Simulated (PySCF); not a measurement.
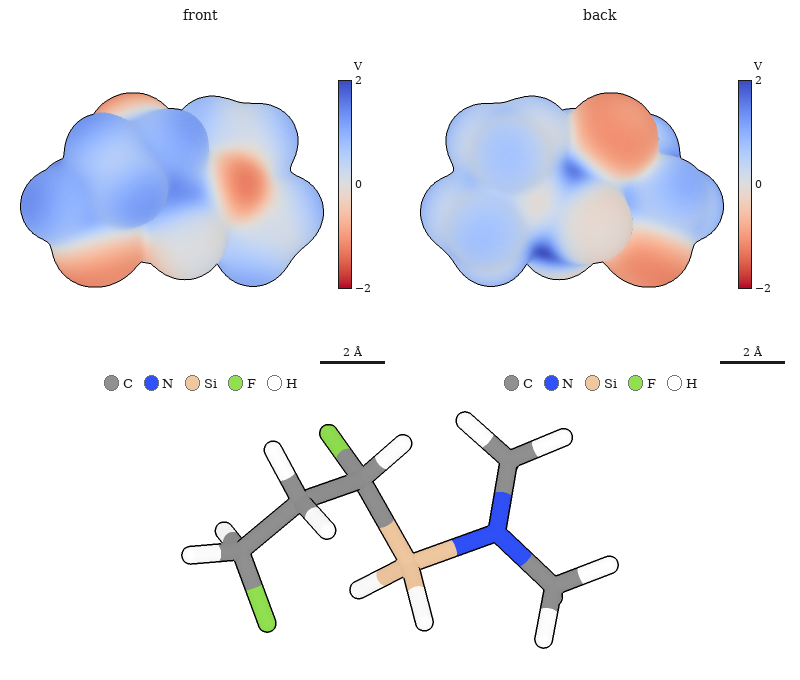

Figure. C5H13F2NSi. The electrostatic potential painted on the density surface at 0.004 e/bohr³, seen from the front and from behind; red is negative and blue positive. The bare structure is drawn below in the same view.

Geometry: GFN2-xTB.

These are results of PySCF, PBE0/pcSseg-1, SCF density, gas phase, non-relativistic, not measurements.

```xyz
22

C     2.7640   -1.1889    0.3316
N     1.7488   -0.2048    0.0507
C     2.2802    0.9229   -0.6804
Si    0.1032   -0.6912   -0.0318
C    -0.9261    0.9308    0.0698
F    -1.0155    1.5047   -1.2016
C    -2.3415    0.7440    0.5930
C    -3.1211   -0.2886   -0.2033
F    -2.7025   -1.5602    0.1171
H     3.5769   -0.7301    0.9003
H     2.3357   -1.9975    0.9160
H     3.1859   -1.6120   -0.5874
H     2.7222    0.6118   -1.6338
H     3.0594    1.4110   -0.0875
H     1.4943    1.6413   -0.8892
H    -0.1242   -1.4715    1.1825
H    -0.3097   -1.3977   -1.2525
H    -0.4215    1.6855    0.6835
H    -2.8824    1.6921    0.5384
H    -2.2867    0.4294    1.6353
H    -2.9590   -0.1631   -1.2773
H    -4.1909   -0.2485    0.0242
```

Question: Which sites attract a positive test charge, and which a negative one?

Answer: A positive charge is drawn to the negative regions and a negative charge to the positive ones. The most negative region (about −1.2 V) lies over N2 and F9, the most positive (about +1.6 V) over Si4.

Question: What dipole moment does the calculation give?

Answer: Its dipole moment is 1.31 D.
